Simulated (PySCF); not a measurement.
```json
{"atom": "C", "x (Å)": "-2.9144", "y (Å)": "0.8625", "z (Å)": "0.1571"}
{"atom": "C", "x (Å)": "-2.4254", "y (Å)": "-0.4147", "z (Å)": "0.8224"}
{"atom": "C", "x (Å)": "-1.0215", "y (Å)": "-0.3431", "z (Å)": "1.4351"}
{"atom": "C", "x (Å)": "-0.6279", "y (Å)": "-1.6775", "z (Å)": "2.0619"}
{"atom": "P", "x (Å)": "0.1774", "y (Å)": "0.1389", "z (Å)": "0.1302"}
{"atom": "O", "x (Å)": "0.0141", "y (Å)": "-0.6259", "z (Å)": "-1.1504"}
{"atom": "C", "x (Å)": "1.8514", "y (Å)": "0.0538", "z (Å)": "0.8443"}
{"atom": "C", "x (Å)": "2.8965", "y (Å)": "0.5202", "z (Å)": "-0.1602"}
{"atom": "H", "x (Å)": "-2.3357", "y (Å)": "1.0842", "z (Å)": "-0.7531"}
{"atom": "H", "x (Å)": "-2.8430", "y (Å)": "1.7314", "z (Å)": "0.8316"}
{"atom": "H", "x (Å)": "-3.9667", "y (Å)": "0.7633", "z (Å)": "-0.1475"}
{"atom": "H", "x (Å)": "-3.1231", "y (Å)": "-0.7137", "z (Å)": "1.6236"}
{"atom": "H", "x (Å)": "-2.4267", "y (Å)": "-1.2317", "z (Å)": "0.0819"}
{"atom": "H", "x (Å)": "-0.9935", "y (Å)": "0.4568", "z (Å)": "2.1992"}
{"atom": "H", "x (Å)": "-0.5116", "y (Å)": "-2.4498", "z (Å)": "1.2851"}
{"atom": "H", "x (Å)": "-1.4119", "y (Å)": "-2.0178", "z (Å)": "2.7563"}
{"atom": "H", "x (Å)": "0.3124", "y (Å)": "-1.6160", "z (Å)": "2.6294"}
{"atom": "H", "x (Å)": "-0.0111", "y (Å)": "1.5546", "z (Å)": "0.0241"}
{"atom": "H", "x (Å)": "1.8713", "y (Å)": "0.6470", "z (Å)": "1.7749"}
{"atom": "H", "x (Å)": "2.0240", "y (Å)": "-0.9987", "z (Å)": "1.1215"}
{"atom": "H", "x (Å)": "2.8043", "y (Å)": "-0.0518", "z (Å)": "-1.0952"}
{"atom": "H", "x (Å)": "2.7721", "y (Å)": "1.5863", "z (Å)": "-0.4073"}
{"atom": "H", "x (Å)": "3.9149", "y (Å)": "0.3845", "z (Å)": "0.2326"}
```

Geometry: PBE0-D3(BJ)/def2-SVP.

Method: PBE0/pcSseg-1, SCF density, gas phase, non-relativistic in PySCF 2.14.0.

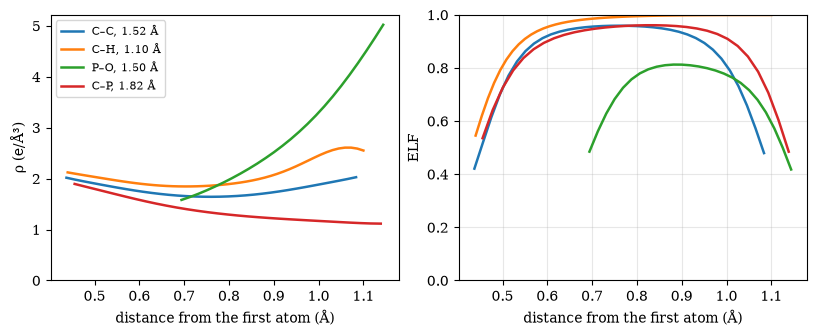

C6H15OP. Electron density and electron localisation function along straight lines between neighbouring atoms. The curves leave out the atomic cores.

Question: What can be read from the curves?

Answer: C–C (1.52 Å): ρ at the midpoint is about 1.6 e/Å³; the ELF peaks at about 0.95 between the atoms; localised, covalent bonding.
C–H (1.10 Å): ρ is about 2 e/Å³ halfway; the ELF climbs to about 1 towards the hydrogen, as it does in any bond to H: a covalent bond by its length.
P–O (1.50 Å): ρ is about 1.8 e/Å³ halfway; the ELF peaks at about 0.80 between the atoms (a polar covalent bond).
C–P (1.82 Å): the density is about 1.2 e/Å³ at the midpoint; the ELF peaks at about 0.95 between the atoms; a shared electron pair.
